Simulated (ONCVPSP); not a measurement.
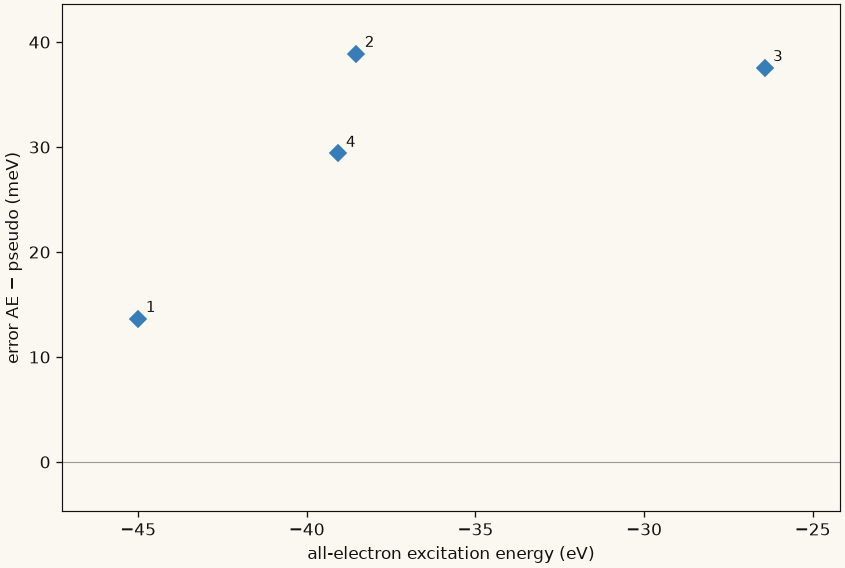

**Figure 1.** Errors, all-electron minus pseudo, of the energies of valence configurations relative to the unpolarised reference 4f12 5s2 5p6. Points: 1 = 4f13 5s2 5p6 6s2; 2 = 4f13 5s2 5p6 6s1; 3 = 4f13 5s2 5p6; 4 = 4f13 5s2 5p6 6p2.

- Worst configuration: 4f13 5s2 5p6 6s1 (charge +1): the error is +39 meV on an all-electron energy of -38.53 eV relative to the reference, or 0.1 %.
- Errors in meV: 4f13 5s2 5p6 6s2: +14; 4f13 5s2 5p6 6s1: +39; 4f13 5s2 5p6: +38; 4f13 5s2 5p6 6p2: +29.
- Configurations within 10 meV and within 50 meV: 0 and 4 of 4. The potential isn't sound: its ghost test gives GHOST(-) flagged for s at -1217.7 eV, p at -438.5 eV, d at -171.8 eV, d at -23.0 eV; GHOST(+) flagged for s at 97.5 eV (flags above 300 eV left out).

Pseudopotential generation, with input and output: Tm

- system: thulium (Tm, Z = 69), core [Kr] 4d10, reference valence 4f12 5s2 5p6 (an ion of charge +3), valence charge 23.
- method: ONCV potential, PBE, scalar-relativistic, made with ONCVPSP 4.0.1

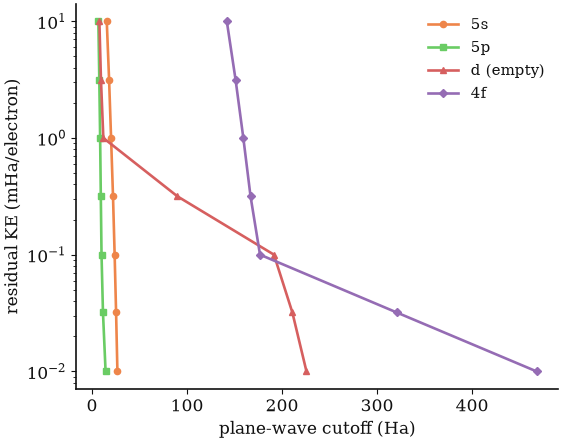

**Figure 2.** Residual kinetic energy of the pseudo-waves (the first of each channel, and further valence shells) beyond the plane-wave cutoff, as the generator prints it.

- Hardest wave at 1 mHa per electron: 4f, with rc = 0.85 bohr and qcut = 18.8 1/bohr. The optimisation minimises, but can't always remove, the kinetic energy above qcut²/2 = 176.7 Ha, and a larger rc would as a rule soften the wave at some cost in transferability.
- Cutoffs for the occupied states: 159 Ha for 1 mHa and 177 Ha for 0.1 mHa per electron. The first is set by 4f.
- Cutoffs for 1 mHa per electron: 4f: 159 Ha; 5s: 20 Ha; d (empty): 12 Ha; 5p: 8.5 Ha.

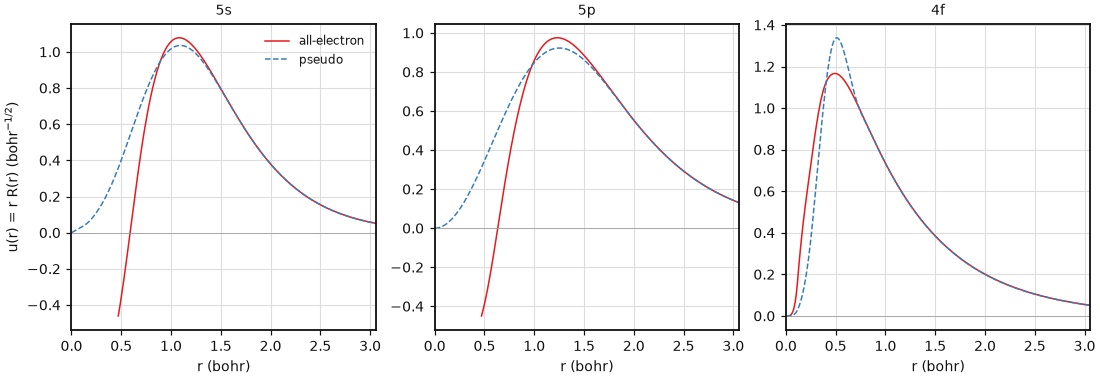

**Figure 3.** All-electron valence functions (solid) with their pseudo partners (dashed). The innermost oscillations of some all-electron curves aren't drawn. Reference configuration 4f12 5s2 5p6.

- Matching radii: 5s at 1.85 bohr; 5p at 2.35 bohr; 4f at 0.85 bohr. The curves merge smoothly, so the plot gives these only roughly.
- Nodes of the pseudo-waves: 5s has no node; 5p has no node; 4f has no node.
- Cutoffs needed: 159 Ha (loose) and 177 Ha (tight), as the cutoffs at which the residual kinetic energy of the hardest occupied pseudo-wave falls to 1 and 0.1 mHa per electron.

These pictures come from the run below.

## Input
```
# ATOM AND REFERENCE CONFIGURATION
# atsym  z   nc   nv     iexc    psfile
  Tm 69.00    9    3        4      upf
#
#   n    l    f
    1    0    2.00
    2    0    2.00
    2    1    6.00
    3    0    2.00
    3    1    6.00
    3    2   10.00
    4    0    2.00
    4    1    6.00
    4    2   10.00
    4    3   12.00
    5    0    2.00
    5    1    6.00
#
# PSEUDOPOTENTIAL AND OPTIMIZATION
# lmax
    3
#
#   l,   rc,      ep,       ncon, nbas, qcut
    0    1.85    0.00    3    7    8.00
    1    2.35    0.00    5    9    4.60
    2    1.20    0.39    4    9    5.60
    3    0.85    0.00    4    9   18.80
#
# LOCAL POTENTIAL
# lloc, lpopt,  rc(5),   dvloc0
    4    5    0.55    3.00
#
# VANDERBILT-KLEINMAN-BYLANDER PROJECTORs
# l, nproj, debl
    0    2    3.40
    1    2    3.60
    2    3    3.90
    3    3    3.30
#
# MODEL CORE CHARGE
# icmod, fcfact, rcfact
    2    0.40    0.60
#
# LOG DERIVATIVE ANALYSIS
# epsh1, epsh2, depsh
   -5.00    5.00    0.04
#
# OUTPUT GRID
# rlmax, drl
    6.00    0.01
#
# TEST CONFIGURATIONS
# ncnf
    4
# nvcnf
#   n    l    f
    4
    4    3   13.00
    5    0    2.00
    5    1    6.00
    6    0    2.00
#
    4
    4    3   13.00
    5    0    2.00
    5    1    6.00
    6    0    1.00
#
    3
    4    3   13.00
    5    0    2.00
    5    1    6.00
#
    4
    4    3   13.00
    5    0    2.00
    5    1    6.00
    6    1    2.00
#
```

Run as:
```bash
oncvpsp.x < Tm.dat > Tm.out
```

## Output (extracts)
```
ONCVPSP  (Optimized Norm-Conservinng Vanderbilt PSeudopotential)
scalar-relativistic version 4.0.1

#   n    l    f        energy (Ha)
    1    0    2.00    -2.1801529E+03
    2    0    2.00    -3.6884913E+02
    2    1    6.00    -3.2578042E+02
    3    0    2.00    -8.3873210E+01
    3    1    6.00    -7.0834266E+01
    3    2   10.00    -5.4747602E+01
    4    0    2.00    -1.7520224E+01
    4    1    6.00    -1.3232608E+01
    4    2   10.00    -7.5406255E+00
    4    3   12.00    -1.3134386E+00
    5    0    2.00    -3.0820288E+00
    5    1    6.00    -2.0667710E+00

Reference configufation results
  iterations    23
  all-electron total energy (Ha)   -1.35658164D+04

Begin loop to  construct optimized pseudo wave functions
and semi-local pseudopoentials for all angular momenta

WARNING wellstate: moderately localized bound state found for n= 6 l=  0
WARNING scattering state with energy  0.05000000
WARNING will be used for the first projector

   Wellstate for l =  0  n =  7
     eigenvalue =   0.0500
     asymptotic potential =   0.5500
     half-point radius =  3.2243

Calculating optimized projector #   1

 for l=   0

    Fraction of norm inside rc  0.933625
    Optimizing pswf for qcut=   8.00 a_B^-1,  ecut=  32.02 Ha
    Residual kinetic energy error=  8.26D-08 Ha

    Energy error per electron        Cutoff
         Ha          eV             Ha
         0.01000     0.27211       15.47
         0.00100     0.02721       20.00
         0.00010     0.00272       23.76
         0.00001     0.00027       26.67

Calculating optimized projector #   2

 for l=   0

    Fraction of norm inside rc  0.050133
    Optimizing pswf for qcut=   8.00 a_B^-1,  ecut=  32.02 Ha
    Residual kinetic energy error=  2.56D-08 Ha

    Energy error per electron        Cutoff
         Ha          eV             Ha
         0.01000     0.27211       12.21
         0.00100     0.02721       17.76
         0.00010     0.00272       22.06
         0.00001     0.00027       25.39

WARNING wellstate: moderately localized bound state found for n= 6 l=  1
WARNING scattering state with energy  0.05000000
WARNING will be used for the first projector

   Wellstate for l =  1  n =  7
     eigenvalue =   0.0500
     asymptotic potential =   0.5500
     half-point radius =  4.5314

Calculating optimized projector #   1

 for l=   1

    Fraction of norm inside rc  0.955958
    Optimizing pswf for qcut=   4.60 a_B^-1,  ecut=  10.56 Ha
    Residual kinetic energy error=  3.85D-05 Ha

    Energy error per electron        Cutoff
         Ha          eV             Ha
         0.01000     0.27211        6.62
         0.00100     0.02721        8.49
         0.00010     0.00272        9.95
         0.00001     0.00027       14.22

Calculating optimized projector #   2

 for l=   1

    Fraction of norm inside rc  0.100715
    Optimizing pswf for qcut=   4.60 a_B^-1,  ecut=  10.56 Ha
    Residual kinetic energy error=  4.03D-05 Ha

    Energy error per electron        Cutoff
         Ha          eV             Ha
         0.01000     0.27211        5.75
         0.00100     0.02721        7.77
         0.00010     0.00272        9.59
         0.00001     0.00027       33.09

WARNING wellstate: moderately localized bound state found for n= 5 l=  2
WARNING scattering state with energy  0.05000000
WARNING will be used for the first projector

   Wellstate for l =  2  n =  6
     eigenvalue =   0.0500
     asymptotic potential =   0.5500
     half-point radius =  2.7389

   Wellstate for l =  2  n =  8
     eigenvalue =   3.9500
     asymptotic potential =   4.4500
     half-point radius =  2.9851

   Wellstate for l =  2  n =  8
     eigenvalue =   7.8500
     asymptotic potential =   8.3500
     half-point radius =  2.2579

Calculating optimized projector #   1

 for l=   2

    Fraction of norm inside rc  0.040163
    Optimizing pswf for qcut=   5.62 a_B^-1,  ecut=  15.77 Ha
    Residual kinetic energy error=  6.70D-04 Ha

    Energy error per electron        Cutoff
         Ha          eV             Ha
         0.01000     0.27211        7.68
         0.00100     0.02721       11.86
         0.00010     0.00272      191.43
         0.00001     0.00027      225.64

Calculating optimized projector #   2

 for l=   2

    Fraction of norm inside rc  0.032721
    Optimizing pswf for qcut=   5.62 a_B^-1,  ecut=  15.77 Ha
    Residual kinetic energy error=  1.85D-02 Ha

    Energy error per electron        Cutoff
         Ha          eV             Ha
         0.01000     0.27211       39.11
         0.00100     0.02721      236.11
         0.00010     0.00272      276.86
         0.00001     0.00027      350.14

Calculating optimized projector #   3

 for l=   2

    Fraction of norm inside rc  0.026314
    Optimizing pswf for qcut=   5.62 a_B^-1,  ecut=  15.77 Ha
    Residual kinetic energy error=  2.89D-02 Ha

    Energy error per electron        Cutoff
         Ha          eV             Ha
         0.01000     0.27211       77.55
         0.00100     0.02721      319.57
         0.00010     0.00272      360.01
         0.00001     0.00027      503.78

   Wellstate for l =  3  n =  6
     eigenvalue =   1.9866
     asymptotic potential =   2.4866
     half-point radius =  2.4602

   Wellstate for l =  3  n =  7
     eigenvalue =   5.2866
     asymptotic potential =   5.7866
     half-point radius =  2.2865

Calculating optimized projector #   1

 for l=   3

    Fraction of norm inside rc  0.695955
    Optimizing pswf for qcut=  18.79 a_B^-1,  ecut= 176.52 Ha
    Residual kinetic energy error=  9.05D-05 Ha

    Energy error per electron        Cutoff
         Ha          eV             Ha
         0.01000     0.27211      141.81
         0.00100     0.02721      159.20
         0.00010     0.00272      176.76
         0.00001     0.00027      467.76

Calculating optimized projector #   2

 for l=   3

    Fraction of norm inside rc  0.024466
    Optimizing pswf for qcut=  18.79 a_B^-1,  ecut= 176.52 Ha
    Residual kinetic energy error=  2.14D-05 Ha

    Energy error per electron        Cutoff
         Ha          eV             Ha
         0.01000     0.27211      120.49
         0.00100     0.02721      146.12
         0.00010     0.00272      165.00
         0.00001     0.00027      203.63

Calculating optimized projector #   3

 for l=   3

    Fraction of norm inside rc  0.018395
    Optimizing pswf for qcut=  18.79 a_B^-1,  ecut= 176.52 Ha
    Residual kinetic energy error=  6.48D-05 Ha

    Energy error per electron        Cutoff
         Ha          eV             Ha
         0.01000     0.27211      127.71
         0.00100     0.02721      153.64
         0.00010     0.00272      173.07
         0.00001     0.00027      232.13

Construct Vanderbilt / Kleinmman-Bylander projectors

B matrix Hermiticity error, ll=   0
   1   2   -2.9041E-04

  Orthonormal projector coefficients  2.7385E+01  1.6099E+00

B matrix Hermiticity error, ll=   1
   1   2   -1.7160E-04

  Orthonormal projector coefficients  2.1202E+01  9.1200E-01

B matrix Hermiticity error, ll=   2
   1   2   -1.4320E-04
   1   3   -2.9230E-04
   2   3   -1.5800E-04

  Orthonormal projector coefficients -1.2952E+02  3.7365E+01  6.7909E+00

B matrix Hermiticity error, ll=   3
   1   2   -6.0742E-04
   1   3    1.0260E-03
   2   3    1.3213E-04

  Orthonormal projector coefficients -1.9632E+02 -1.7616E+01 -7.6605E+00

Model core correction analysis
  based on d2Exc/dn_idn_j

d2excae - all-electron derivatives

   -2.127760D-02   -1.213346D-02   -9.096911D-03
   -1.213327D-02   -2.726697D-02   -2.440334D-02
   -9.096723D-03   -2.440322D-02   -2.547825D-02

d2excps - pseudofunction derivatives with no core correction

   -4.283593D-02   -1.651940D-02   -1.257318D-02
   -1.651922D-02   -2.879781D-02   -2.509008D-02
   -1.257308D-02   -2.509009D-02   -2.499012D-02

rms 2nd derivative error    7.680635E-03

amplitude prefactor, scale prefactor
    7.9284    1.2309

d2excps - pseudofunction derivatives with core correction

   -2.755158D-02   -1.336087D-02   -1.047150D-02
   -1.336067D-02   -2.657222D-02   -2.372337D-02
   -1.047134D-02   -2.372330D-02   -2.416171D-02

rms 2nd derivative error    2.340360E-03

Pseudoatom total energy -216.037036

Diagnostic tests using Vanderbilt-Kleinman-Bylander pseudopotentials
  1 or more projectors used as specified by nproj input data

   l    rcore       rmatch      e in        delta e   norm test  slope test

   0   1.8583040   1.9147262  -3.0820288  -0.0000018   1.0001433   1.0001384
   0   1.8583040   1.9147262   0.0500000   0.0000429   1.0002762   1.0002762

   1   2.3606739   2.4323491  -2.0667710   0.0000004   1.0001107   1.0001097
   1   2.3606739   2.4323491   0.0500000   0.0000127   1.0001327   1.0001327

   2   1.2007820   1.2372404   0.0500000   0.0001075   1.0003787   1.0003787
   2   1.2007820   1.2372404   3.9500000   0.0001207   1.0006120   1.0006120
   2   1.2007820   1.2372404   7.8500000   0.0000038   1.0007647   1.0007647

   3   0.8538455   0.8797701  -1.3134386  -0.0030263   1.0002406   0.9981093
   3   0.8538455   0.8797701   1.9865614  -0.0017944   1.0003953   1.0003953
   3   0.8538455   0.8797701   5.2865614   0.0000973   1.0014415   1.0014415

 Testing for bound ghosts
   n   l    E NL Schr. Eq   E Basis Diag.   E Cutoff

       0                      -44.750404     55.09  WARNING - GHOST(-)
   1   0       -3.082031       -3.081948     55.09

       1                      -16.115788     71.31  WARNING - GHOST(-)
   2   1       -2.066771       -2.066760     71.31

       2                       -6.312510    382.89  WARNING - GHOST(-)
       2                       -0.844015    382.89  WARNING - GHOST(-)

   4   3       -1.316465       -1.303531    837.50

 Testing for highly-localized positive-energy ghosts
       l    <radius>/rc     E Basis Diag.   E Cutoff

       0        0.377898        3.582057     55.09  WARNING - GHOST(+)

       2        0.335942       13.378696    382.89  WARNING - GHOST(+)

       2        0.822511       73.269761    382.89  WARNING - GHOST(+)

       2        0.747279      125.317353    382.89  WARNING - GHOST(+)

       2        0.480390      176.233594    382.89  WARNING - GHOST(+)

       3        0.598412       14.114840    837.50  WARNING - GHOST(+)

       3        0.520652      155.788171    837.50  WARNING - GHOST(+)

Test configuration 0

   n   l     f        eae           eps        diff
   1   0  2.0000-2180.15291592
   2   0  2.0000 -368.84913064
   2   1  6.0000 -325.78042020
   3   0  2.0000  -83.87320986
   3   1  6.0000  -70.83426642
   3   2 10.0000  -54.74760226
   4   0  2.0000  -17.52022443
   4   1  6.0000  -13.23260815
   4   2 10.0000   -7.54062554
   4   3 12.0000   -1.31343857   -1.31646491   -3.03D-03
   5   0  2.0000   -3.08202884   -3.08203062   -1.78D-06
   5   1  6.0000   -2.06677096   -2.06677053    4.34D-07

    Total energies and differences
      AE_ref= -1.35658164D+04  AE_tst= -1.35658164D+04  dif=  0.00D+00
      PS_ref= -2.16037036D+02  PS_tst= -2.16037036D+02  dif=  2.93D-12
      PSP excitation error= -2.93D-12

Test configuration 1

   n   l     f        eae           eps        diff
   1   0  2.0000-2178.93609947
   2   0  2.0000 -367.61628985
   2   1  6.0000 -324.54971349
   3   0  2.0000  -82.61978265
   3   1  6.0000  -69.58121505
   3   2 10.0000  -53.49640534
   4   0  2.0000  -16.27494387
   4   1  6.0000  -11.99159863
   4   2 10.0000   -6.30644257
   4   3 13.0000   -0.11362534   -0.11609315   -2.47D-03
   5   0  2.0000   -1.96153229   -1.96243294   -9.01D-04
   5   1  6.0000   -0.98861819   -0.98725249    1.37D-03
   6   0  2.0000   -0.14239114   -0.14243318   -4.20D-05

    Total energies and differences
      AE_ref= -1.35658164D+04  AE_tst= -1.35674707D+04  dif= -1.65D+00
      PS_ref= -2.16037036D+02  PS_tst= -2.17691852D+02  dif= -1.65D+00
      PSP excitation error=  5.02D-04

Test configuration 2

   n   l     f        eae           eps        diff
   1   0  2.0000-2179.18145025
   2   0  2.0000 -367.86067234
   2   1  6.0000 -324.79423569
   3   0  2.0000  -82.86282491
   3   1  6.0000  -69.82428369
   3   2 10.0000  -53.73959894
   4   0  2.0000  -16.51851293
   4   1  6.0000  -12.23538089
   4   2 10.0000   -6.55051365
   4   3 13.0000   -0.35825179   -0.36081642   -2.56D-03
   5   0  2.0000   -2.20891240   -2.21000417   -1.09D-03
   5   1  6.0000   -1.23549232   -1.23421435    1.28D-03
   6   0  1.0000   -0.33684283   -0.33692968   -8.68D-05

    Total energies and differences
      AE_ref= -1.35658164D+04  AE_tst= -1.35672322D+04  dif= -1.42D+00
      PS_ref= -2.16037036D+02  PS_tst= -2.17454362D+02  dif= -1.42D+00
      PSP excitation error=  1.43D-03

Test configuration 3

   n   l     f        eae           eps        diff
   1   0  2.0000-2179.47041479
   2   0  2.0000 -368.14770883
   2   1  6.0000 -325.08147354
   3   0  2.0000  -83.14768073
   3   1  6.0000  -70.10917674
   3   2 10.0000  -54.02468626
   4   0  2.0000  -16.80419009
   4   1  6.0000  -12.52137679
   4   2 10.0000   -6.83692581
   4   3 13.0000   -0.64510349   -0.64774394   -2.64D-03
   5   0  2.0000   -2.49923713   -2.50058036   -1.34D-03
   5   1  6.0000   -1.52370586   -1.52252771    1.18D-03

    Total energies and differences
      AE_ref= -1.35658164D+04  AE_tst= -1.35667874D+04  dif= -9.71D-01
      PS_ref= -2.16037036D+02  PS_tst= -2.17009419D+02  dif= -9.72D-01
      PSP excitation error=  1.38D-03

Test configuration 4

   n   l     f        eae           eps        diff
   1   0  2.0000-2179.04474914
   2   0  2.0000 -367.72385600
   2   1  6.0000 -324.65737676
   3   0  2.0000  -82.72588390
   3   1  6.0000  -69.68733866
   3   2 10.0000  -53.60268550
   4   0  2.0000  -16.38187232
   4   1  6.0000  -12.09879416
   4   2 10.0000   -6.41400392
   4   3 13.0000   -0.22193050   -0.22444063   -2.51D-03
   5   0  2.0000   -2.07393475   -2.07510485   -1.17D-03
   5   1  6.0000   -1.09974627   -1.09849726    1.25D-03
   6   1  2.0000   -0.08578512   -0.08577461    1.05D-05

    Total energies and differences
      AE_ref= -1.35658164D+04  AE_tst= -1.35672527D+04  dif= -1.44D+00
      PS_ref= -2.16037036D+02  PS_tst= -2.17474488D+02  dif= -1.44D+00
      PSP excitation error=  1.08D-03
```

## Summary

- outcome: generated, with a ghost state
- cutoffs needed: 159 Ha and 177 Ha (the cutoffs at which the residual kinetic energy of the hardest occupied pseudo-wave falls to 1 and 0.1 mHa per electron)
- ghost test: GHOST(-) flagged for s at -1217.7 eV, p at -438.5 eV, d at -171.8 eV, d at -23.0 eV; GHOST(+) flagged for s at 97.5 eV (flags above 300 eV left out)
- largest excitation error: +39 meV (all-electron minus pseudo) for 4f13 5s2 5p6 6s1, out of 4 test configurations
- rms error of d²Exc/dni dnj: 7.68 mHa without and 2.34 mHa with the model core
- range over which the phases arctan(r R′/R) at the test radius agree within 0.05 rad (a looser test near the poles than one of phase shifts): s: up to about 3.4 Ha; p: up to about 3.7 Ha; f: over the whole range computed; d: not judged, the stored energies step over a narrow level
- hardware: 1 CPU thread, shared host
- wall time: 14 s

## Remarks

The potential has a bound ghost state, so it can't be used as it stands. The scattering phases part by more than π/2 and stay apart in s from about 3.4 Ha: a level there is either far displaced or one that only the pseudo-atom has. Warnings of the program, in the generation or the tests: wellstate: moderately localized bound state found for n= 5 l= 2; wellstate: moderately localized bound state found for n= 6 l= 0; wellstate: moderately localized bound state found for n= 6 l= 1.
